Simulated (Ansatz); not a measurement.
The reference is CdTe in the zinc blende structure (space group F-43m, No. 216; a = 6.558 Å). Axes: x, y, z lie along the cube axes.

Now apply this change: the cell is compressed by 5.68 % along y with no lateral relaxation; the atoms relax in the strained cell.

Computed with r2SCAN (Ansatz, a first-principles code), no SOC.

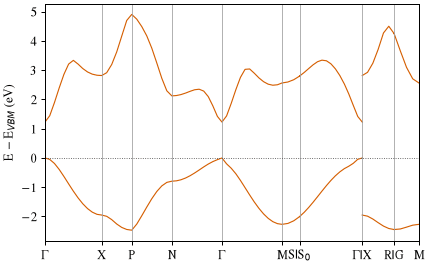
Figure: Highest valence and lowest conduction band along the path of the changed cell's own zone

### Question
Read the changed gap and its character from the plot.

### Answer
About 1.2 eV, direct at Γ.

Spin-orbit coupling, missing from the scalar runs, can matter with Te. Stability against distortions was not tested. k-point labels follow each cell's own Brillouin zone.
